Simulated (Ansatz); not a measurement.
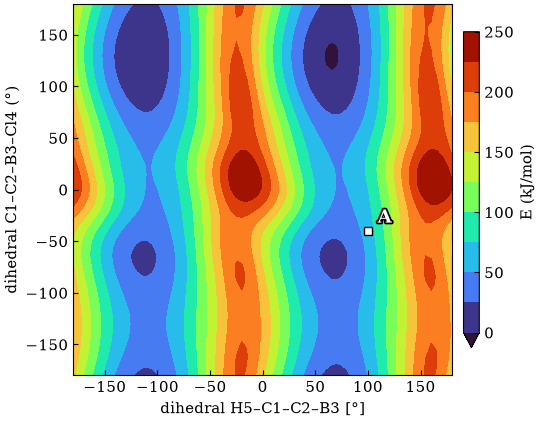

C₂H₅BCl, SMILES [CH2+]CBCl, charge +1. First axis: dihedral H5–C1–C2–B3. Second axis: dihedral C1–C2–B3–Cl4. Nothing is relaxed (all other coordinates rigid). Grid: 18 × 18 points. Energies are in kJ/mol, from the lowest grid point. All numbers below come from RKS PBE-D4/def2-SVP (Ansatz).

In the figure: filled contours, the point A. Between grid points the surface is interpolated.

Q: Which way does the force act at A, and how strong is it?

A: A, at dihedral H5–C1–C2–B3 = 100°, dihedral C1–C2–B3–Cl4 = −40°, is not a stationary point. The computed force is 2.1 kJ/mol for each degree towards smaller values of dihedral H5–C1–C2–B3 and 0.38 kJ/mol for each degree towards smaller values of dihedral C1–C2–B3–Cl4.
